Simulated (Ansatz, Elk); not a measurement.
## How far do independent atoms describe Ga2Re2B3?

Structure refinements treat a crystal as free atoms side by side. For a made-up structure of Ga2Re2B3 (cell and positions from a PBE relaxation) the runs below show what the calculated density changes in F(hkl).

Main program and level: Elk 11.2.3 (patched build); DFT, PBE, all-electron APW+lo, Dirac cores, scalar-relativistic bands, static density, no spin.

The structure was built from a prototype and need not be the compound's stable phase.

**1. The structure**

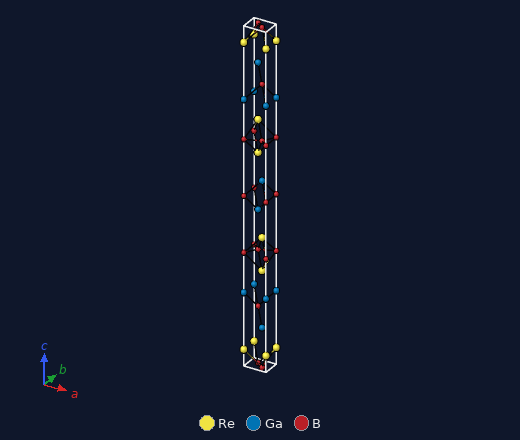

Start, viewed slightly off an axis; rhenium yellow, gallium blue, boron red. This picture shows the conventional cell, with its axes. Bonds to atoms that aren't drawn are left out. Some periodic images of atoms are drawn too.

**2. Ground state and structure factors**

An all-electron density is needed, since X-rays see the cores too. Task 0 finds the density and task 195 Fourier-transforms it; tshift is off so that phases refer to the origin typed.

Input file elk.in:

```
tasks
  0
  195

xctype
  20

spinpol
  .false.

rgkmax
  7.0

gmaxvr
  14.0

lmaxo
  7

lmaxapw
  8

swidth
  0.002

tshift
  .false.

ramdisk
  .false.

hmaxvr
  5.5

maxscl
  120

epspot
  1e-06

sppath
  './'

avec
  2.81734232863 1.62659335183 19.92084852048
  -2.81734232863 1.62659335183 19.92084852048
  -0.00000000000 -3.25318670366 19.92084852048

atoms
  3
  'Re.in'
  2
  0.9512554587 0.9512554587 0.9512554587   0.000000 0.000000 0.000000
  0.0487445413 0.0487445413 0.0487445413   0.000000 0.000000 0.000000
  'Ga.in'
  2
  0.7837742036 0.7837742036 0.7837742036   0.000000 0.000000 0.000000
  0.2162257964 0.2162257964 0.2162257964   0.000000 0.000000 0.000000
  'B.in'
  3
  0.5000000000 0.5000000000 0.5000000000   0.000000 0.000000 0.000000
  0.6667831975 0.6667831975 0.6667831975   0.000000 0.000000 0.000000
  0.3332168025 0.3332168025 0.3332168025   0.000000 0.000000 0.000000

ngridk
  9 9 9
```

On the command line:

```
$ OMP_NUM_THREADS=4 elk
```

Numbers of over 12 decimals in the logs are rounded to 6 here.

The log of the run:

```text
┌─────────────────────────┐
│ Elk code version 11.2.3 │
└─────────────────────────┘

All units are atomic (Hartree, Bohr, etc.)

┌─────────────────────────────────────────────────┐
│ Ground-state run starting from atomic densities │
└─────────────────────────────────────────────────┘

Lattice vectors :
   2.817342329       1.626593352       19.92084852
  -2.817342329       1.626593352       19.92084852
  -0.000000000      -3.253186704       19.92084852

Reciprocal lattice vectors :
   1.115090851      0.6437980028      0.1051358380
  -1.115090851      0.6437980028      0.1051358380
 -0.5746804545E-17  -1.287596006      0.1051358380

Unit cell volume      :    547.7440854
Brillouin zone volume :   0.4528578584

Muffin-tin inner radius fraction :   0.1000000000E-01

Nuclei treated as point charges

Species : 1 (Re)
 parameters loaded from : Re.in
 name : rhenium
 nuclear charge    :   -75.00000000
 electronic charge :    75.00000000
 atomic mass :    339434.5964
 muffin-tin radius :    2.743128117
 number of radial points in muffin-tin :   1393
 inner part over the whole radius :   0.9943089372E-02
 number on inner part of muffin-tin    :    999
 approximate nuclear radius :   0.1014829593E-03
 number of mesh points to nuclear radius :    521
 atomic positions (lattice), magnetic fields (Cartesian) :
  1 :  -0.04874454 -0.04874454 -0.04874454    0.00000000  0.00000000  0.00000000
  2 :   0.04874454  0.04874454  0.04874454    0.00000000  0.00000000  0.00000000

Species : 2 (Ga)
 parameters loaded from : Ga.in
 name : gallium
 nuclear charge    :   -31.00000000
 electronic charge :    31.00000000
 atomic mass :    127097.2539
 muffin-tin radius :    2.400000000
 number of radial points in muffin-tin :    993
 inner part over the whole radius :   0.9952882137E-02
 number on inner part of muffin-tin    :    702
 approximate nuclear radius :   0.7562051033E-04
 number of mesh points to nuclear radius :    339
 atomic positions (lattice), magnetic fields (Cartesian) :
  1 :  -0.21622580 -0.21622580 -0.21622580    0.00000000  0.00000000  0.00000000
  2 :   0.21622580  0.21622580  0.21622580    0.00000000  0.00000000  0.00000000

Species : 3 (B)
 parameters loaded from : B.in
 name : boron
 nuclear charge    :   -5.000000000
 electronic charge :    5.000000000
 atomic mass :    19707.24742
 muffin-tin radius :    1.569077375
 number of radial points in muffin-tin :    593
 inner part over the whole radius :   0.9907899492E-02
 number on inner part of muffin-tin    :    403
 approximate nuclear radius :   0.4534157419E-04
 number of mesh points to nuclear radius :    163
 atomic positions (lattice), magnetic fields (Cartesian) :
  1 :   0.50000000  0.50000000  0.50000000    0.00000000  0.00000000  0.00000000
  2 :  -0.33321680 -0.33321680 -0.33321680    0.00000000  0.00000000  0.00000000
  3 :   0.33321680  0.33321680  0.33321680    0.00000000  0.00000000  0.00000000

Total number of atoms per unit cell :    7
Total muffin-tin volume :    337.2811371
 ratio of muffin-tin to unit cell volume :   0.6157640878

Spin treatment :
 spin-unpolarised

Number of Bravais lattice symmetries :   12
Number of crystal symmetries         :   12
Crystal has inversion symmetry
Real symmetric eigensolver will be used

k-point grid :      9     9     9
k-point offset :    0.000000000       0.000000000       0.000000000
k-point set is reduced with full crystal symmetry group
Total number of k-points :       85

Muffin-tin radius times maximum |G+k| :    7.000000000
 using average radius
Maximum |G+k| for APW functions       :    3.268085373
Maximum (1/2)|G+k|²                   :    5.340191002
Maximum |G| for potential and density :    14.00000000
Constant for pseudocharge density :   10
 order of it for each species :   17  17  17
 order of it for pair densities of each species (exact exchange by exxq0 0: 18) :   16  12   4
Radial integration step length :    1

G-vector grid sizes :     90    90    90
Number of G-vectors :    25421

[...]
electron entropic           :    -0.17162402193672E-02
 total energy                :     -37402.628668821

Density of states at Fermi energy :    140.8291297
 (states/Hartree/unit cell)

Estimated indirect band gap :   0.9819422290E-04
 from k-point 4 to k-point 38
Estimated direct band gap   :   0.6381240687E-02
 at k-point 3

Charges :
 core                        :    134.0000000
 valence                     :    93.00000000
 interstitial                :    8.710071665
 muffin-tins (core leakage)
  species : 1 (Re)
[...]
species : 2 (Ga)
[...]
species : 3 (B)
[...]
total in muffin-tins        :    218.2899283
 total calculated charge     :    226.9934789
 total charge                :    227.0000000
 error                       :   0.6521091115E-02

RMS change in Kohn-Sham potential (target) :    2.581384290     (  0.1000000000E-05)
Absolute change in total energy (target)   :    2.334192741     (  0.1000000000E-03)

[... loops 3 to 21 left out ...]

┌──────────────────┐
│ Loop number : 22 │
└──────────────────┘

Energies :
 Fermi                       :     0.398959
 sum of occupied eigenvalues :     -22745.380737100
 electron kinetic            :      41851.820028393
 core electron kinetic       :      40186.667616441
 Coulomb                     :     -78420.378869408
 Coulomb potential           :     -63512.416395526
 nuclear-nuclear             :     -2909.9164263072
 electron-nuclear            :     -87584.554255490
 Hartree                     :      12074.091812389
 Madelung                    :     -46664.170671645
 xc potential                :     -1084.7843699664
 exchange                    :     -817.42791437615
 correlation                 :     -12.781629264206
 electron entropic           :    -0.13824961351752E-02
 total energy                :     -37398.769767152

Density of states at Fermi energy :    100.6480946
 (states/Hartree/unit cell)

Estimated indirect band gap :   0.7517218814E-03
 from k-point 53 to k-point 8
Estimated direct band gap   :   0.4952124599E-02
 at k-point 38

Charges :
 core                        :    134.0000000
 valence                     :    93.00000000
 interstitial                :    8.223262863
 muffin-tins (core leakage)
  species : 1 (Re)
[...]
species : 2 (Ga)
[...]
species : 3 (B)
[...]
total in muffin-tins        :    218.7767371
 total calculated charge     :    226.9943939
 total charge                :    227.0000000
 error                       :   0.5606090755E-02

RMS change in Kohn-Sham potential (target) :   0.7347636307E-06 (  0.1000000000E-05)
Absolute change in total energy (target)   :   0.2471359039E-04 (  0.1000000000E-03)

Convergence targets achieved

┌──────────────────┐
│ Loop number : 23 │
└──────────────────┘

Energies :
 Fermi                       :     0.398959
 sum of occupied eigenvalues :     -22745.380753138
 electron kinetic            :      41851.820020293
 core electron kinetic       :      40186.667607151
 Coulomb                     :     -78420.378877372
 Coulomb potential           :     -63512.416416276
 nuclear-nuclear             :     -2909.9164263072
 electron-nuclear            :     -87584.554250734
 Hartree                     :      12074.091799669
 Madelung                    :     -46664.170669234
 xc potential                :     -1084.7843571552
 exchange                    :     -817.42791467065
 correlation                 :     -12.781629268457
 electron entropic           :    -0.13824963774781E-02
 total energy                :     -37398.769783514

Density of states at Fermi energy :    100.6481154
 (states/Hartree/unit cell)

Estimated indirect band gap :   0.7517294388E-03
 from k-point 53 to k-point 8
Estimated direct band gap   :   0.4952126795E-02
 at k-point 38

Charges :
 core                        :    134.0000000
 valence                     :    93.00000000
 interstitial                :    8.223262844
 muffin-tins (core leakage)
  species : 1 (Re)
[...]
species : 2 (Ga)
[...]
species : 3 (B)
   atom 1                    :    3.270107783     (  0.3274400490E-03)
   atom 2                    :    3.608745033     (  0.3448814256E-03)
   atom 3                    :    3.608745033     (  0.3448814256E-03)
 total in muffin-tins        :    218.7767372
 total calculated charge     :    226.9943939
 total charge                :    227.0000000
 error                       :   0.5606089837E-02

┌──────────────────────────────┐
│ Self-consistent loop stopped │
└──────────────────────────────┘

Warning : core states of species 2 leak from the muffin-tin :   0.7603352244E-03

Warning : core states of species 3 leak from the muffin-tin :   0.3448814256E-03

Wrote STATE.OUT
```

The job ended after 3.2 min (4 threads of Intel Xeon Platinum 8488C (Sapphire Rapids), shared host; peak memory 0.46 GiB).

SFACRHO.OUT:

```text

h k l indices transformed by vhmat matrix:
   1.000000000       0.000000000       0.000000000    
   0.000000000       1.000000000       0.000000000    
   0.000000000       0.000000000       1.000000000    

      h      k      l  multipl.   |H|            Re(F)            Im(F)           |F|

      0      0      0      1   0.0000000       227.00000      0.11626674E-15   227.00000    
     -1     -1     -1      2  0.31540751       58.393784      0.71543142E-13   58.393784    
     -2     -2     -2      2  0.63081503      -41.794413      0.73622598E-13   41.794413    
      3      3      3      2  0.94622254      -70.768342      0.35552861E-12   70.768342    
     -4     -4     -4      2   1.2616301      -142.95729      0.38012206E-12   142.95729    
      0      0      1      6   1.2918812       126.14148      0.13065037E-13   126.14148    
     -1      0     -1      6   1.3046523       58.381173      0.69363470E-13   58.381173    
      1      2      1      6   1.3545332       75.298104      0.10618312E-12   75.298104    
     -2     -1     -2      6   1.3907703       42.167433     -0.17245849E-12   42.167433    
      2      3      2      6   1.4830803      -119.70051     -0.25132381E-12   119.70051    
      3      2      3      6   1.5379630      -99.909820     -0.42995850E-13   99.909820    
      5      5      5      2   1.5770376      -9.8154274      0.37250203E-13   9.8154274    
     -3     -4     -3      6   1.6623050      -94.655013     -0.18742390E-12   94.655013    
      3      4      4      6   1.7307173      -151.87985     -0.25251154E-12   151.87985    
     -4     -5     -4      6   1.8777520      -64.295587     -0.15416744E-12   64.295587    
      6      6      6      2   1.8924451       121.89101      0.46528977E-12   121.89101    
      5      4      5      6   1.9556069      -4.4173761      0.43708488E-12   4.4173761    
      5      5      6      6   2.1183982      -19.795133     -0.51642529E-12   19.795133
```

Elk indexes on the primitive cell of elk.in and gives |H| = 4π sin θ/λ in inverse bohr. Below, one row stands for each form hkl of the conventional cell (m members, Friedel mates merged), F is for one primitive cell and the density is static (no thermal factor). Free-atom factors are Waasmaier and Kirfel's, and R is Σm||F|−|F'||/Σm|F|.

| hkl | m | sin θ/λ (Å⁻¹) | abs F, DFT | neutral atoms | diff. |
| --- | --- | --- | --- | --- | --- |
| 003 | 2 | 0.047 | 58.394 | 58.325 | +0.069 |
| 006 | 2 | 0.095 | 41.794 | 42.061 | -0.267 |
| 009 | 2 | 0.142 | 70.768 | 71.002 | -0.234 |
| 0 0 12 | 2 | 0.190 | 142.957 | 143.845 | -0.888 |
| 101 | 6 | 0.194 | 126.141 | 126.667 | -0.526 |
| 012 | 6 | 0.196 | 58.381 | 58.423 | -0.042 |
| 104 | 6 | 0.204 | 75.298 | 75.535 | -0.237 |
| 015 | 6 | 0.209 | 42.167 | 42.668 | -0.501 |
| 107 | 6 | 0.223 | 119.701 | 119.875 | -0.174 |
| 018 | 6 | 0.231 | 99.910 | 100.156 | -0.246 |
| 0 0 15 | 2 | 0.237 | 9.815 | 9.999 | -0.183 |
| 1 0 10 | 6 | 0.250 | 94.655 | 94.814 | -0.159 |
| 0 1 11 | 6 | 0.260 | 151.880 | 152.450 | -0.570 |
| 1 0 13 | 6 | 0.282 | 64.296 | 64.368 | -0.073 |
| 0 0 18 | 2 | 0.285 | 121.891 | 122.777 | -0.886 |
| 0 1 14 | 6 | 0.294 | 4.417 | 4.002 | +0.415 |
| 1 0 16 | 6 | 0.319 | 19.795 | 19.799 | -0.004 |
| 0 1 17 | 6 | 0.331 | 29.278 | 29.314 | -0.035 |

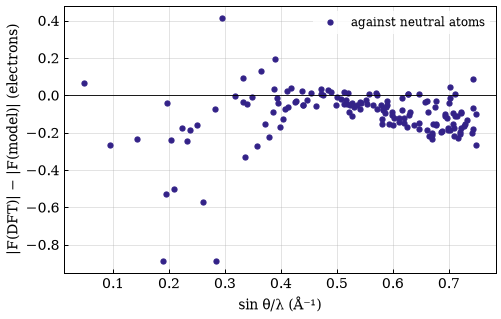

Difference between the calculated structure factors and the independent-atom ones.

**3. The highest occupied states alone**

An energy window below the Fermi level keeps the highest occupied states, to see at which angles they scatter; shallow core shells can lie inside it and anion s states outside. No new self-consistency is needed.

elk.in: that of step 2 with these lines changed.

```diff
@@ -1,3 +1,2 @@
 tasks
-  0
   195
@@ -40,2 +39,5 @@
 
+wsfac
+  0.031470 0.698960
+
 sppath
```

On the command line:

```
$ OMP_NUM_THREADS=4 elk
```

The log of the run:

```text
┌─────────────────────────────────┐
│ Elk code version 11.2.3 started │
└─────────────────────────────────┘

Info(readinput): the functional depends on the density's gradient
 muffin-tin radial points multiplied by    2.00000
 (not where nrmtscf is given)

┌────────────────────┐
│ Current task : 195 │
└────────────────────┘
Info(checkmt): changed muffin-tin radius of species 1 (Re) from   2.8000 to   2.7431
Info(checkmt): changed muffin-tin radius of species 3 (B) from   1.8000 to   1.5691

Info(sfacrho): density structure factors written to SFACRHO.OUT

 Energy window :   0.3147000000E-01  0.6989600000

┌──────────────────┐
│ Elk code stopped │
└──────────────────┘
```

Wall time 10 s (4 threads); peak memory 0.26 GiB.

States within 10 eV below the Fermi level hold 25.49 electrons; any levels below the window count with the cores, and a count that is not whole means the window cuts a band. Their amplitudes can exceed the total, where window and core parts have opposite phase:

| hkl | sin θ/λ (Å⁻¹) | abs F, window | abs F, all |
| --- | --- | --- | --- |
| 003 | 0.047 | 5.534 | 58.394 |
| 006 | 0.095 | 1.104 | 41.794 |
| 009 | 0.142 | 3.296 | 70.768 |
| 0 0 12 | 0.190 | 1.061 | 142.957 |
| 101 | 0.194 | 1.404 | 126.141 |
| 012 | 0.196 | 2.013 | 58.381 |
| 104 | 0.204 | 1.386 | 75.298 |
| 015 | 0.209 | 0.930 | 42.167 |
| 107 | 0.223 | 2.470 | 119.701 |
| 018 | 0.231 | 1.209 | 99.910 |

**4. Another functional**

The difference from free atoms is small, so it is set against the change that PBEsol makes.

elk.in: that of step 3 with these lines changed.

```diff
@@ -1,2 +1,3 @@
 tasks
+  0
   195
@@ -4,3 +5,3 @@
 xctype
-  20
+  22
 
@@ -39,5 +40,2 @@
 
-wsfac
-  0.031470 0.698960
-
 sppath
```

On the command line:

```
$ OMP_NUM_THREADS=4 elk
```

The log of the run:

```text
┌─────────────────────────┐
│ Elk code version 11.2.3 │
└─────────────────────────┘

All units are atomic (Hartree, Bohr, etc.)

┌─────────────────────────────────────────────────┐
│ Ground-state run starting from atomic densities │
└─────────────────────────────────────────────────┘

Lattice vectors :
   2.817342329       1.626593352       19.92084852
  -2.817342329       1.626593352       19.92084852
  -0.000000000      -3.253186704       19.92084852

Reciprocal lattice vectors :
   1.115090851      0.6437980028      0.1051358380
[...]
species : 3 (B)
[...]
atom 2                    :    3.602167710     (  0.3576159029E-03)
   atom 3                    :    3.602167710     (  0.3576159029E-03)
 total in muffin-tins        :    218.7836475
 total calculated charge     :    226.9943544
 total charge                :    227.0000000
 error                       :   0.5645555587E-02

┌──────────────────────────────┐
│ Self-consistent loop stopped │
└──────────────────────────────┘

Warning : core states of species 2 leak from the muffin-tin :   0.7725626125E-03

Warning : core states of species 3 leak from the muffin-tin :   0.3576159029E-03

Wrote STATE.OUT
[key lines of the parts left out:]
total energy                :     -37385.833648448
```

Elapsed: 3.1 min, on 4 threads; peak memory 0.47 GiB; 10 min of CPU time.

Against the first run R = 0.01 %; the largest change is -0.038 at 110.

**5. Basis size**

The basis and the expansions that go with it are enlarged, to see whether the differences are converged.

elk.in: that of step 4 with these lines changed.

```diff
@@ -5,3 +5,3 @@
 xctype
-  22
+  20
 
@@ -11,12 +11,12 @@
 rgkmax
-  7.0
+  8.5
 
 gmaxvr
-  14.0
+  18.0
 
 lmaxo
-  7
+  9
 
 lmaxapw
-  8
+  10
```

On the command line:

```
$ OMP_NUM_THREADS=4 elk
```

The log of the run:

```text
┌─────────────────────────┐
│ Elk code version 11.2.3 │
└─────────────────────────┘

All units are atomic (Hartree, Bohr, etc.)

┌─────────────────────────────────────────────────┐
│ Ground-state run starting from atomic densities │
└─────────────────────────────────────────────────┘

Lattice vectors :
   2.817342329       1.626593352       19.92084852
  -2.817342329       1.626593352       19.92084852
  -0.000000000      -3.253186704       19.92084852

Reciprocal lattice vectors :
   1.115090851      0.6437980028      0.1051358380
[...]
species : 3 (B)
[...]
atom 2                    :    3.614595522     (  0.3452316626E-03)
   atom 3                    :    3.614595522     (  0.3452316626E-03)
 total in muffin-tins        :    218.7959683
 total calculated charge     :    226.9973799
 total charge                :    227.0000000
 error                       :   0.2620119735E-02

┌──────────────────────────────┐
│ Self-consistent loop stopped │
└──────────────────────────────┘

Warning : core states of species 2 leak from the muffin-tin :   0.7600928058E-03

Warning : core states of species 3 leak from the muffin-tin :   0.3452316626E-03

Wrote STATE.OUT
[key lines of the parts left out:]
total energy                :     -37398.776437630
```

Run time: 7.2 min. Hardware: 4 threads; peak memory 0.91 GiB; 23 min of CPU time.

Against the first run R = 0.01 %; the largest change is -0.018 at 0 0 33.

**6. Settings against the effect**

| run | R against the first run (%) | R against neutral atoms, low angle (%) | wall time |
| --- | --- | --- | --- |
| PBE, rgkmax 7 | 0.00 | 0.38 | 3.2 min |
| PBEsol | 0.01 | 0.39 | 3.1 min |
| rgkmax 8.5 with larger expansions | 0.01 | 0.38 | 7.2 min |

**7. Outcome**

```
R against neutral atoms, sin θ/λ < 0.3 Å⁻¹ : 0.38 %
R against neutral atoms, 0.3 to 0.75 Å⁻¹   : 0.18 %
```

**Reading.** Independent neutral atoms miss the calculated amplitudes by R = 0.38 % below 0.3 Å⁻¹ and 0.18 % from there to 0.75 Å⁻¹; by shells, 0.33 % below 0.15 Å⁻¹ (3 forms), 0.39 % 0.15 to 0.3 (13 forms), 0.12 % 0.3 to 0.45 (27 forms), 0.20 % above 0.45 (106 forms). Bonding, aspherical density and the tables' own atoms all enter these figures, and the runs don't part them. The largest change of an amplitude is -0.89 electrons, at 0 0 12. The window's part falls from 25.5 electrons at the origin to at most 0.32 between 0.45 and 0.75 Å⁻¹. Below 0.3 Å⁻¹ the changes that finished (PBEsol and rgkmax 8.5 with larger expansions) move F by R = 0.02 % at most, against the 0.38 % that separates it from free atoms. The k-mesh has no finished test. These runs have no spin, though d or f shells may be open. Spin-orbit coupling is left out, which can matter for elements this heavy. Part of the difference isn't bonding: the tables are fits to free atoms and ions calculated by other methods than this functional. Thermal motion, anomalous dispersion and extinction are left out.

[Logs are printed without paths, hosts, clocks, repeated set-up lines and the standing remarks that a program may print on its own settings, such as how far it seeks lower states.]

[Hosts, paths, dates, database ids (printed as entryN), source tags and the programs' standing remarks are cut or masked in the printed files.]
